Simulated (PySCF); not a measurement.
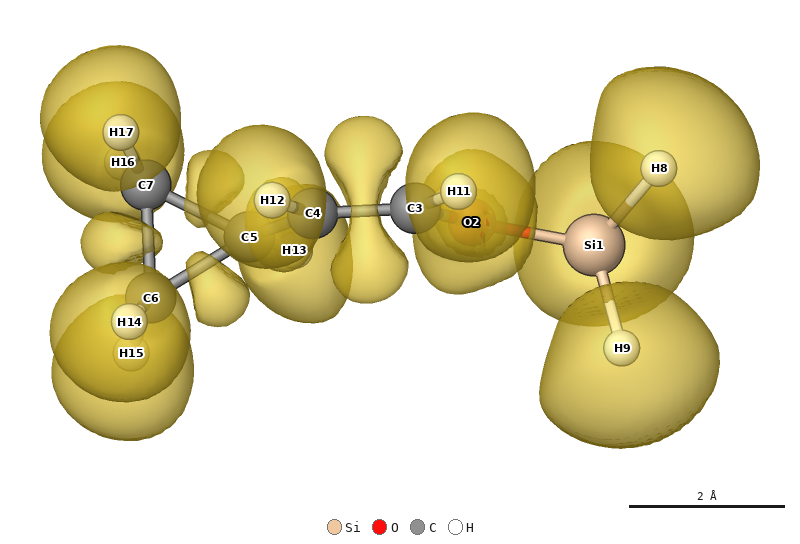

The picture shows: C₅H₁₀OSi. Isosurface of the electron localisation function at 0.75 (yellow), seen from one side. Core shells and regions of very low density are left out.

Geometry: GFN2-xTB.

Computed with PBE0/pcSseg-1, SCF density, gas phase, non-relativistic in PySCF 2.14.0.

```yaml
atoms:
  - { symbol: Si, position_ang: [3.1374, -1.0984, 0.3694] }
  - { symbol: O, position_ang: [1.6202, -0.6668, -0.0110] }
  - { symbol: C, position_ang: [1.1117, 0.3401, -0.7557] }
  - { symbol: C, position_ang: [-0.1675, 0.6957, -0.7015] }
  - { symbol: C, position_ang: [-1.1632, 0.0670, 0.1780] }
  - { symbol: C, position_ang: [-2.2696, 0.9054, 0.7628] }
  - { symbol: C, position_ang: [-2.5822, -0.0930, -0.3022] }
  - { symbol: H, position_ang: [3.9644, -1.2384, -0.8325] }
  - { symbol: H, position_ang: [3.7524, -0.0928, 1.2395] }
  - { symbol: H, position_ang: [2.8611, -2.3599, 1.0369] }
  - { symbol: H, position_ang: [1.8109, 0.8407, -1.4148] }
  - { symbol: H, position_ang: [-0.5078, 1.4997, -1.3360] }
  - { symbol: H, position_ang: [-0.7582, -0.7210, 0.7990] }
  - { symbol: H, position_ang: [-2.2982, 1.9524, 0.5018] }
  - { symbol: H, position_ang: [-2.5825, 0.6996, 1.7750] }
  - { symbol: H, position_ang: [-3.1124, -0.9928, -0.0308] }
  - { symbol: H, position_ang: [-2.8236, 0.2744, -1.2879] }
```

**What do the ELF domains correspond to?**

The ELF exceeds this value in five regions between bonded C–C atoms (shared pairs), ten regions around hydrogen nuclei and one region on O in which the atom's valence shell and bonds are merged. Along the contacts the grid gives the following. C–C (1.33 Å): the ELF peaks at about 0.95 between the atoms; a short, multiple covalent bond. C–O (1.35 Å): the ELF peaks at about 0.90 between the atoms: a shared but strongly polarised pair.
